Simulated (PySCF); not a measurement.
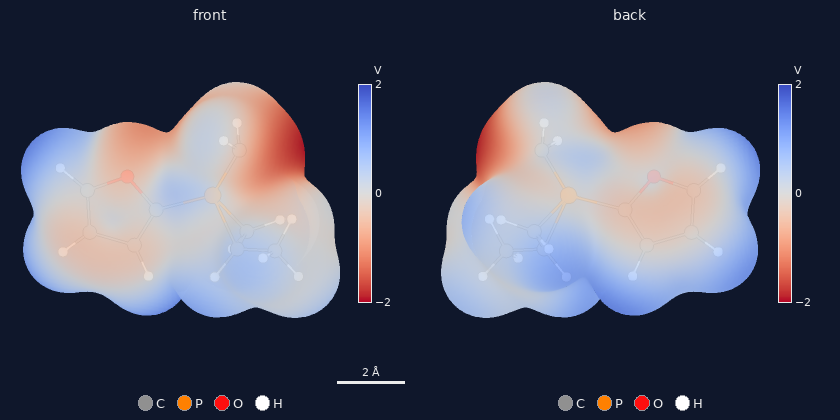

Figure 1: C$_{8}$H$_{11}$OP. The electrostatic potential painted on the density surface at 0.002 e/bohr³, seen from the front and from behind; the colour scale runs from red (negative) to blue (positive).

Geometry: GFN2-xTB.

All numbers below come from PySCF, PBE0/pcSseg-1, SCF density, gas phase, non-relativistic.

```yaml
atoms:
  - { symbol: C, position_ang: [-1.0932, 2.2372, -0.5677] }
  - { symbol: P, position_ang: [-0.4005, 0.7694, -0.0115] }
  - { symbol: C, position_ang: [1.2874, 0.0846, 0.2339] }
  - { symbol: C, position_ang: [1.8594, -1.0688, 0.7038] }
  - { symbol: C, position_ang: [3.2541, -0.8885, 0.5797] }
  - { symbol: C, position_ang: [3.4294, 0.3536, 0.0475] }
  - { symbol: O, position_ang: [2.2498, 0.9468, -0.1640] }
  - { symbol: C, position_ang: [-1.4077, -0.1489, 1.1859] }
  - { symbol: C, position_ang: [-1.4272, -0.7262, -0.2328] }
  - { symbol: C, position_ang: [-2.7064, -0.6169, -1.0173] }
  - { symbol: H, position_ang: [-0.7889, 3.0497, 0.0962] }
  - { symbol: H, position_ang: [-0.7367, 2.4443, -1.5797] }
  - { symbol: H, position_ang: [1.3527, -1.9305, 1.0881] }
  - { symbol: H, position_ang: [4.0191, -1.5884, 0.8494] }
  - { symbol: H, position_ang: [4.3132, 0.9014, -0.2153] }
  - { symbol: H, position_ang: [-2.3139, 0.3515, 1.4998] }
  - { symbol: H, position_ang: [-0.9249, -0.7306, 1.9597] }
  - { symbol: H, position_ang: [-0.8950, -1.6650, -0.3547] }
  - { symbol: H, position_ang: [-3.0655, 0.4098, -0.9827] }
  - { symbol: H, position_ang: [-3.4681, -1.2736, -0.5977] }
  - { symbol: H, position_ang: [-2.5461, -0.8940, -2.0570] }
```

> Which sites attract a positive test charge, and which a negative one?

A positive charge is drawn to the negative regions and a negative charge to the positive ones. The most negative region (about −1.9 V) lies over C1, the most positive (about +1.3 V) over H13 and H15.
